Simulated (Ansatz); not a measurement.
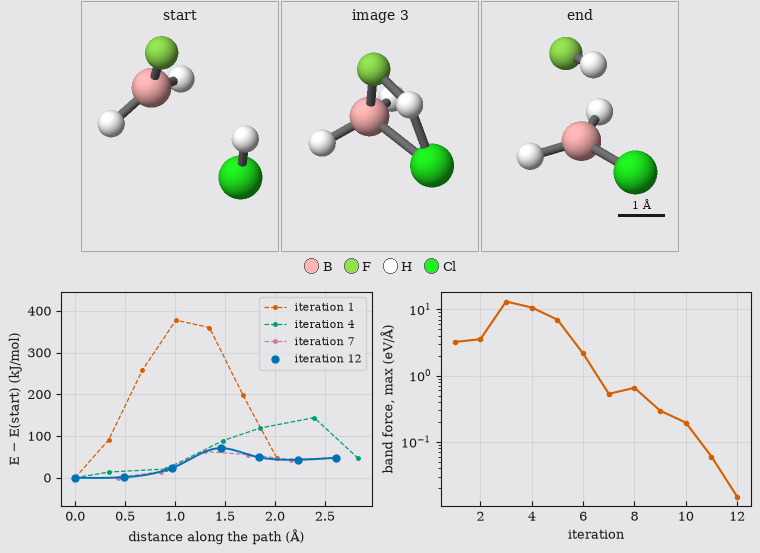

A nudged-elastic-band calculation for BH$_{3}$ClF, made up of BH$_{2}$F and HCl. Images are numbered from 0 (start) to 6 (end). The plot follows the band through its iterations. The picture is a ball-and-stick view, seen from a free direction.

Method: RKS PBE0-D4/def2-SVP in Ansatz 0.2.0.

Input
```yaml
crystal:
  periodic: [false, false, false]
  atoms:
    - {symbol: B, position_ang: [-0.249633, 0.357738, -0.876455]}
    - {symbol: F, position_ang: [0.805464, 1.076624, -0.521848]}
    - {symbol: H, position_ang: [-0.058111, -0.627947, -1.526591]}
    - {symbol: H, position_ang: [-1.331767, 0.779150, -0.589526]}
    - {symbol: H, position_ang: [0.917583, -0.405827, 1.856663]}
    - {symbol: Cl, position_ang: [-0.083637, -1.179738, 1.657857]}
basis:
  gaussian: {orbitals: def2-SVP}
hamiltonian: {xc: pbe0, dispersion: d4}
neb:
  images: 5
  climbing: true
  max_iterations: 40
  initial_path: idpp
  final_atoms:
    - {symbol: B, position_ang: [-0.628168, -0.287364, -0.422278]}
    - {symbol: F, position_ang: [1.252733, 1.010666, 0.185199]}
    - {symbol: H, position_ang: [-0.062105, -0.725295, -1.369944]}
    - {symbol: H, position_ang: [-1.327304, 0.672432, -0.439132]}
    - {symbol: H, position_ang: [1.374045, 0.580734, 0.995613]}
    - {symbol: Cl, position_ang: [-0.609302, -1.251173, 1.050643]}
```

Launched with:
```bash
ansatz run in.yaml --threads 2 --pin off --events-out ev --progress --plain --max-ram 4352MiB
```

How did the profile develop, and is the result final?

Answer. The run is converged, with reservations. The band converged in 12 iterations. The largest component of the band force went from 3.2 to 0.015 eV/Å. The climbing image converged on the top of the path. Its curvatures weren't checked. The largest force component is 0.26 eV/Å at the start and 0.28 eV/Å at the end; an end with forces this large is no minimum, and the barrier measured from it can be far off. The first iteration put the highest image at 377.7 kJ/mol. Relative to the start the highest point is image 3 at +71.0 kJ/mol and the end lies at +47.9 kJ/mol, but the profile dips to +43.1 kJ/mol at image 5 on the way, so an end point isn't at the bottom of its valley along this path.

Limits of the set-up: the start holds two separate molecules, 2.8 Å apart at their closest, whose relative position is a soft coordinate.

The run took 56 s on 2 threads of Intel Xeon Platinum 8488C (shared host).
